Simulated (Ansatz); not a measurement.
Run report: CuN$_{3}$H$_{9}$F$_{3}$ (charge −1), geometry relaxation (part 1 of 3)

System: CuN$_{3}$H$_{9}$F$_{3}$, charge −1, multiplicity 2.
Method: UKS B3LYP-D4/def2-SVPD (Ansatz 0.2.0).

The geometry: GFN1-xTB start.

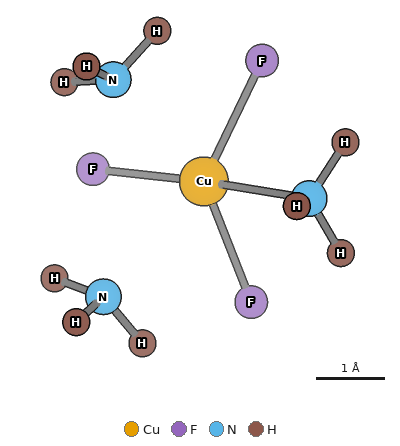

*The structure as given in the input (ball-and-stick view, seen on its broad side). Sticks mark near contacts.*

Results in brief:

| quantity | value |
| --- | --- |
| outcome | converged |
| total energy | −57400.7866 eV |
| mean-field energy | −57400.2621 eV |
| dispersion energy | −0.5245 eV |
| ⟨S²⟩ | 0.752 |
| HOMO (either spin) | −3.00 eV |
| LUMO (either spin) | 0.80 eV |
| largest force (length of the vector) at the end | 0.012 eV/Å |
| hardware | 4 threads of Arm Neoverse V2, 23 GiB of memory available, shared host |
| wall time | 5.9 min (CPU time 22 min) |
| peak memory | 1.2 GiB |

The input:
```yaml
crystal:
  periodic: [false, false, false]
  atoms:
    - {symbol: Cu, position_ang: [0.664690, 0.680880, 0.462420]}
    - {symbol: F, position_ang: [0.339990, 0.339890, 2.294290]}
    - {symbol: F, position_ang: [2.479520, -0.033730, 0.100770]}
    - {symbol: F, position_ang: [-0.095860, 2.477260, 0.116480]}
    - {symbol: N, position_ang: [0.625920, 0.652550, -1.759350]}
    - {symbol: N, position_ang: [-1.878330, 0.385160, 0.504540]}
    - {symbol: N, position_ang: [0.439290, -1.867260, 0.493140]}
    - {symbol: H, position_ang: [1.599230, 0.467150, -1.927820]}
    - {symbol: H, position_ang: [0.422470, 1.623170, -1.922110]}
    - {symbol: H, position_ang: [0.040180, 0.059380, -2.318290]}
    - {symbol: H, position_ang: [-2.717820, -0.057340, 0.167600]}
    - {symbol: H, position_ang: [-1.903100, 1.378960, 0.334520]}
    - {symbol: H, position_ang: [-1.778440, 0.249500, 1.497780]}
    - {symbol: H, position_ang: [1.427860, -1.872470, 0.294070]}
    - {symbol: H, position_ang: [0.003160, -2.715980, 0.171780]}
    - {symbol: H, position_ang: [0.331250, -1.767120, 1.490180]}
basis:
  gaussian: {orbitals: def2-SVPD}
total_charge: -1
magnetization: {spin_polarized: true, initial_magnetization: 1}
hamiltonian: {xc: {name: B3LYP}, dispersion: d4}
scf: {lower_state_search: "off"}
output: {orbitals: {seedname: orbitals}}
relax: {f_tol: 0.02, max_steps: 100}
```

Run as:
```bash
ansatz run in.yaml --threads 4 --pin off --events-out ev --progress --plain --max-ram 4787MiB
```

The program's output:
```
Functional definition: B3LYP
  name "B3LYP"
  cite "Stephens, Devlin, Chabalowski & Frisch, J. Phys. Chem. 98, 11623 (1994) doi:10.1021/j100096a001"
  cite "Becke, Phys. Rev. A 38, 3098 (1988) doi:10.1103/PhysRevA.38.3098"
  cite "Lee, Yang & Parr, Phys. Rev. B 37, 785 (1988) doi:10.1103/PhysRevB.37.785"
  cite "Vosko, Wilk & Nusair, Can. J. Phys. 58, 1200 (1980) doi:10.1139/p80-159"
  parameter a0 = 0.2
  parameter ax = 0.72
  parameter ac = 0.81
  exchange = (1 - a0 - ax)*slater_x + ax*b88_x + a0*exact_x
  correlation = (1 - ac)*vwn_rpa_c + ac*lyp_c
these checks for a lower state are left out or cut short: stability, starts, cluster_reference, orbital_swaps, neighbouring_geometries, increment
2109 factors; their error is unknown
mean field evaluation 1: about -57385.0803 eV, gradient 6.4e1 eV
mean field evaluation 2: about -57340.0049 eV, gradient 1.3e2 eV
mean field evaluation 4: about -57399.1393 eV, gradient 6.9e0 eV
mean field evaluation 8: about -57399.3349 eV, gradient 3.0e-1 eV
mean field evaluation 16: about -57399.4876 eV, gradient 4.0e-3 eV
mean field evaluation 32: about -57399.4876 eV, gradient 1.7e-5 eV
mean field -57399.48759623 eV, -2109.3922623915 hartree, gradient 1.1e-6 eV, S^2 0.751618; 0 other end points of the search recorded, 0 dependent functions left out
the calculation of the forces begins
reference -57399.48793154 eV, -2109.3922747138 hartree; 44, 43 occupied and 191, 192 virtual orbitals, 2109 factors
relax step   1: F+E_penalty+E_count = -57400.03319413 eV  Δ(F+E_penalty+E_count) = +0.000e0 eV  max|allowed force component| = 7.925e-1 eV/Å  Δτ_max = 0.0000 Å  (32 SCF iters, accepted)
these checks for a lower state are left out or cut short: stability, starts, cluster_reference, orbital_swaps, neighbouring_geometries, increment
2109 factors; their error is unknown
mean field -57399.65786605 eV, -2109.3985196918 hartree, gradient 1.2e-6 eV, S^2 0.751670; 0 other end points of the search recorded, 0 dependent functions left out
[... from here on the field's lines of each further geometry are left out, up to the last ...]
relax step   2: F+E_penalty+E_count = -57400.19607173 eV  Δ(F+E_penalty+E_count) = -1.629e-1 eV  max|allowed force component| = 5.862e-1 eV/Å  Δτ_max = 0.1949 Å  (36 SCF iters, accepted)
relax step   3: F+E_penalty+E_count = -57400.30169445 eV  Δ(F+E_penalty+E_count) = -1.056e-1 eV  max|allowed force component| = 7.287e-1 eV/Å  Δτ_max = 0.1950 Å  (35 SCF iters, accepted)
relax step   4: F+E_penalty+E_count = -57400.38303195 eV  Δ(F+E_penalty+E_count) = -8.134e-2 eV  max|allowed force component| = 7.396e-1 eV/Å  Δτ_max = 0.1938 Å  (34 SCF iters, accepted)
relax step   5: F+E_penalty+E_count = -57400.52456640 eV  Δ(F+E_penalty+E_count) = -1.415e-1 eV  max|allowed force component| = 2.963e-1 eV/Å  Δτ_max = 0.2000 Å  (38 SCF iters, accepted)
relax step   6: F+E_penalty+E_count = -57400.59415260 eV  Δ(F+E_penalty+E_count) = -6.959e-2 eV  max|allowed force component| = 2.485e-1 eV/Å  Δτ_max = 0.1999 Å  (34 SCF iters, accepted)
relax step   7: F+E_penalty+E_count = -57400.62998314 eV  Δ(F+E_penalty+E_count) = -3.583e-2 eV  max|allowed force component| = 2.015e-1 eV/Å  Δτ_max = 0.2000 Å  (34 SCF iters, accepted)
relax step   8: F+E_penalty+E_count = -57400.65573873 eV  Δ(F+E_penalty+E_count) = -2.576e-2 eV  max|allowed force component| = 3.384e-1 eV/Å  Δτ_max = 0.1374 Å  (31 SCF iters, accepted)
relax step   9: F+E_penalty+E_count = -57400.61029237 eV  Δ(F+E_penalty+E_count) = +4.545e-2 eV  max|allowed force component| = 7.939e-1 eV/Å  Δτ_max = 0.1950 Å  (34 SCF iters, rejected (line search))
relax step  10: F+E_penalty+E_count = -57400.67484775 eV  Δ(F+E_penalty+E_count) = -1.911e-2 eV  max|allowed force component| = 7.951e-2 eV/Å  Δτ_max = 0.0975 Å  (35 SCF iters, accepted)
relax step  11: F+E_penalty+E_count = -57400.68255383 eV  Δ(F+E_penalty+E_count) = -7.706e-3 eV  max|allowed force component| = 9.323e-2 eV/Å  Δτ_max = 0.1000 Å  (37 SCF iters, accepted)
relax step  12: F+E_penalty+E_count = -57400.68502061 eV  Δ(F+E_penalty+E_count) = -2.467e-3 eV  max|allowed force component| = 1.321e-1 eV/Å  Δτ_max = 0.1315 Å  (37 SCF iters, accepted)
relax step  13: F+E_penalty+E_count = -57400.68723638 eV  Δ(F+E_penalty+E_count) = -2.216e-3 eV  max|allowed force component| = 8.939e-2 eV/Å  Δτ_max = 0.0401 Å  (33 SCF iters, accepted)
relax step  14: F+E_penalty+E_count = -57400.68856919 eV  Δ(F+E_penalty+E_count) = -1.333e-3 eV  max|allowed force component| = 4.961e-2 eV/Å  Δτ_max = 0.0400 Å  (34 SCF iters, accepted)
relax step  15: F+E_penalty+E_count = -57400.69135414 eV  Δ(F+E_penalty+E_count) = -2.785e-3 eV  max|allowed force component| = 4.811e-2 eV/Å  Δτ_max = 0.0933 Å  (38 SCF iters, accepted)
relax step  16: F+E_penalty+E_count = -57400.68278925 eV  Δ(F+E_penalty+E_count) = +8.565e-3 eV  max|allowed force component| = 6.002e-1 eV/Å  Δτ_max = 0.1952 Å  (35 SCF iters, rejected (line search))
relax step  17: F+E_penalty+E_count = -57400.69626596 eV  Δ(F+E_penalty+E_count) = -4.912e-3 eV  max|allowed force component| = 6.152e-2 eV/Å  Δτ_max = 0.0976 Å  (31 SCF iters, accepted)
relax step  18: F+E_penalty+E_count = -57400.70135112 eV  Δ(F+E_penalty+E_count) = -5.085e-3 eV  max|allowed force component| = 1.797e-1 eV/Å  Δτ_max = 0.0998 Å  (34 SCF iters, accepted)
relax step  19: F+E_penalty+E_count = -57400.70411011 eV  Δ(F+E_penalty+E_count) = -2.759e-3 eV  max|allowed force component| = 5.063e-1 eV/Å  Δτ_max = 0.1463 Å  (33 SCF iters, accepted)
relax step  20: F+E_penalty+E_count = -57400.73381942 eV  Δ(F+E_penalty+E_count) = -2.971e-2 eV  max|allowed force component| = 1.254e-1 eV/Å  Δτ_max = 0.2000 Å  (36 SCF iters, accepted)
relax step  21: F+E_penalty+E_count = -57400.75492882 eV  Δ(F+E_penalty+E_count) = -2.111e-2 eV  max|allowed force component| = 1.199e-1 eV/Å  Δτ_max = 0.2000 Å  (38 SCF iters, accepted)
relax step  22: F+E_penalty+E_count = -57400.75934903 eV  Δ(F+E_penalty+E_count) = -4.420e-3 eV  max|allowed force component| = 6.059e-1 eV/Å  Δτ_max = 0.1956 Å  (39 SCF iters, accepted)
relax step  23: F+E_penalty+E_count = -57400.78251916 eV  Δ(F+E_penalty+E_count) = -2.317e-2 eV  max|allowed force component| = 3.505e-2 eV/Å  Δτ_max = 0.1231 Å  (39 SCF iters, accepted)
relax step  24: F+E_penalty+E_count = -57400.78508184 eV  Δ(F+E_penalty+E_count) = -2.563e-3 eV  max|allowed force component| = 6.602e-2 eV/Å  Δτ_max = 0.0597 Å  (35 SCF iters, accepted)
relax step  25: F+E_penalty+E_count = -57400.78565708 eV  Δ(F+E_penalty+E_count) = -5.752e-4 eV  max|allowed force component| = 4.192e-2 eV/Å  Δτ_max = 0.0560 Å  (38 SCF iters, accepted)
the calculation of the forces begins
reference -57400.26291530 eV, -2109.4207548415 hartree; 44, 43 occupied and 191, 192 virtual orbitals, 2109 factors
relax step  26: F+E_penalty+E_count = -57400.78611323 eV  Δ(F+E_penalty+E_count) = -4.561e-4 eV  max|allowed force component| = 1.838e-2 eV/Å  Δτ_max = 0.0175 Å  (34 SCF iters, accepted)
these checks for a lower state are left out or cut short: stability, starts, cluster_reference, orbital_swaps, neighbouring_geometries, increment
2109 factors; their error is unknown
mean field evaluation 256: about -57400.2618 eV, gradient 1.7e-4 eV
mean field -57400.26179252 eV, -2109.4207135804 hartree, gradient 2.5e-6 eV, S^2 0.751807; 0 other end points of the search recorded, 0 dependent functions left out
the calculation of the forces begins
reference -57400.26212416 eV, -2109.4207257676 hartree; 44, 43 occupied and 191, 192 virtual orbitals, 2109 factors
relax step  27: F+E_penalty+E_count = -57400.78625253 eV  Δ(F+E_penalty+E_count) = -1.393e-4 eV  max|allowed force component| = 1.191e-2 eV/Å  Δτ_max = 0.0207 Å  (35 SCF iters, accepted)
```

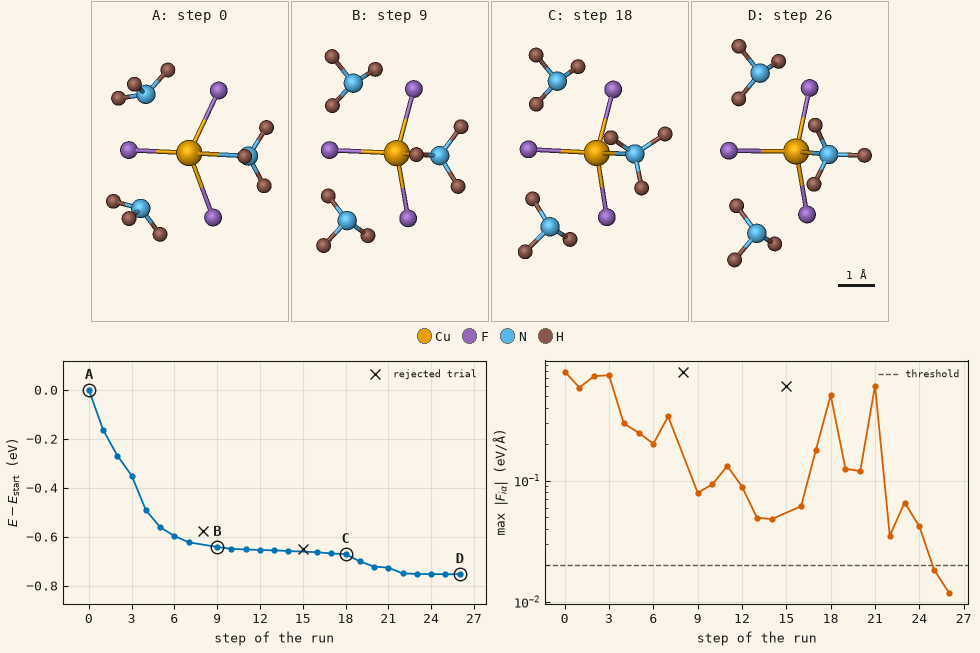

*Frames of the relaxation (ball-and-stick view, seen on its broad side) above the curves, on which the letters mark them (the first geometry is step 0 here and step 1 in the log).*

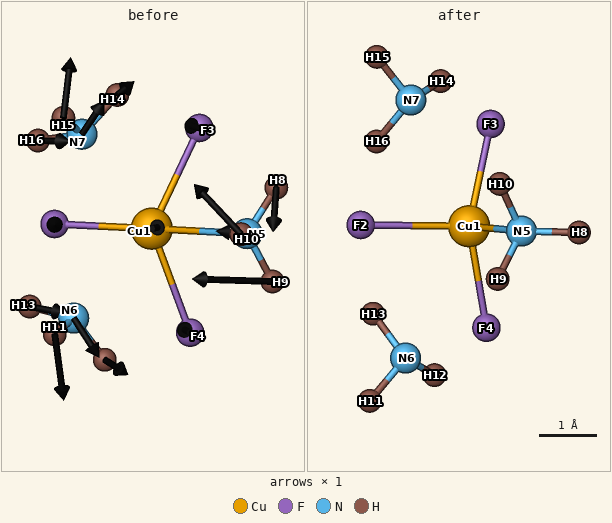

*Before (left) and after (right) the relaxation, at one scale (ball-and-stick view, seen on its broad side). The black arrows give the displacements, at true length.*

H9 moves most after the best rigid fit: 1.62 Å. Largest moves by element: H 1.62 Å, F 0.85 Å, N 0.84 Å, Cu 0.49 Å. Among the contacts that change: Cu1–F3 1.984 → 1.866 Å, Cu1–F2 1.891 → 1.964 Å, Cu1–N5 2.222 → 2.157 Å, N6–H13 1.007 → 1.029 Å. Among the angles that change: F2–Cu1–N5 164.4° → 101.0°, Cu1–N5–H10 125.1° → 102.7°, Cu1–N5–H8 98.8° → 119.9°. The energy falls by 0.753 eV in 26 geometry steps. Largest force component: 0.79 eV/Å at the start, 0.012 eV/Å at the end. The line search rejected the trial steps at points 8, 15 (counted from 0) and went back. (Atoms are counted from 1 in the order of the input.)

```
Total energy: -57400.78658417 eV, -2109.4399993175 hartree
Atom 0 at     1.012935     0.983125     0.610061 Å, force    -0.002712     0.001570    -0.011912 eV/Å
Atom 1 at    -0.156236    -0.114773     1.742951 Å, force     0.002287     0.000049     0.007448 eV/Å
Atom 2 at     2.631512     0.055281     0.637534 Å, force     0.003074    -0.000994     0.003908 eV/Å
Atom 3 at     0.154379     2.639706     0.586989 Å, force     0.000747     0.001908     0.004661 eV/Å
Atom 4 at     0.392745     0.350332    -1.357041 Å, force     0.001491     0.001311     0.001310 eV/Å
Atom 5 at    -2.210219     1.022369     0.019367 Å, force    -0.004113     0.000258     0.001953 eV/Å
Atom 6 at     0.927180    -2.250916     0.082496 Å, force     0.003184    -0.000261     0.002990 eV/Å
Atom 7 at     0.828582     0.754124    -2.179008 Å, force     0.000363    -0.000607    -0.004689 eV/Å
Atom 8 at    -0.613935     0.541996    -1.348762 Å, force     0.000295    -0.001949     0.000276 eV/Å
Atom 9 at     0.543958    -0.662716    -1.326252 Å, force    -0.004035    -0.000321    -0.002022 eV/Å
Atom 10 at    -3.185592     1.137903     0.281984 Å, force     0.004582     0.000846    -0.001094 eV/Å
Atom 11 at    -1.735883     1.919487     0.161310 Å, force    -0.003403     0.001301     0.004563 eV/Å
Atom 12 at    -1.760930     0.421194     0.723480 Å, force    -0.002169     0.000484    -0.005743 eV/Å
Atom 13 at     1.840141    -1.809768     0.230963 Å, force    -0.001254    -0.005443     0.007323 eV/Å
Atom 14 at     0.998893    -3.224110     0.367711 Å, force     0.001884     0.002330    -0.001949 eV/Å
Atom 15 at     0.332480    -1.763236     0.766217 Å, force    -0.000221    -0.000482    -0.007022 eV/Å
Dipole moment:    -0.145448    -0.151515    -0.584604 e Å
Checks for a lower state left out: stability, starts, cluster_reference, orbital_swaps, neighbouring_geometries, increment
```

Trajectory as extended XYZ (Å, eV, eV/Å), 27 frames, from step=1 to step=27:
```
16
Properties=species:S:1:pos:R:3:forces:R:3 step=1 energy=-57400.03319
Cu    0.6647    0.6809    0.4624   -0.0902  -0.0947  -0.7925
F     0.3400    0.3399    2.2943    0.1062   0.1038   0.0339
F     2.4795   -0.0337    0.1008   -0.0026   0.0221   0.1350
F    -0.0959    2.4773    0.1165    0.0186   0.0052   0.1374
N     0.6259    0.6525   -1.7593    0.0871   0.0825   0.6300
N    -1.8783    0.3852    0.5045   -0.1174  -0.1587  -0.2784
N     0.4393   -1.8673    0.4931   -0.1601  -0.1145  -0.2614
H     1.5992    0.4672   -1.9278    0.5738  -0.2250   0.0189
H     0.4225    1.6232   -1.9221   -0.2368   0.5695   0.0218
H     0.0402    0.0594   -2.3183   -0.3465  -0.3515  -0.0950
H    -2.7178   -0.0573    0.1676   -0.3553  -0.1529  -0.0674
H    -1.9031    1.3790    0.3345    0.1218   0.5097  -0.1453
H    -1.7784    0.2495    1.4978    0.1890  -0.1475   0.4448
H     1.4279   -1.8725    0.2941    0.5039   0.1282  -0.1513
H     0.0032   -2.7160    0.1718   -0.1504  -0.3619  -0.0660
H     0.3312   -1.7671    1.4902   -0.1412   0.1859   0.4354
16
Properties=species:S:1:pos:R:3:forces:R:3 step=2 energy=-57400.19607
Cu    0.6452    0.6612    0.4164    0.2033   0.1983  -0.5863
F     0.3733    0.3721    2.2678   -0.0700  -0.0751  -0.1676
F     2.4807   -0.0316    0.1236   -0.0897  -0.0602   0.0491
F    -0.0938    2.4790    0.1408   -0.0645  -0.0891   0.0491
N     0.6410    0.6680   -1.7424    0.0820   0.0853   0.4089
N    -1.9473    0.3947    0.4670   -0.4245  -0.1631   0.0870
N     0.4508   -1.9358    0.4554   -0.1481  -0.4033   0.1081
H     1.6220    0.4692   -1.9095    0.1218  -0.0848   0.0359
H     0.4226    1.6458   -1.9035   -0.0871   0.1190   0.0345
H     0.0343    0.0527   -2.2700   -0.0763  -0.0785   0.1048
H    -2.8776    0.0326    0.2337    0.3779   0.2043   0.2419
H    -1.8873    1.4025    0.3163    0.0462   0.0156  -0.0026
H    -1.7070    0.2172    1.4489   -0.0992   0.0264  -0.2923
H     1.4539   -1.8594    0.2834    0.0149   0.0506   0.0054
H     0.0994   -2.8716    0.2310    0.1908   0.3573   0.2300
H     0.2898   -1.6967    1.4410    0.0226  -0.1027  -0.3060
```
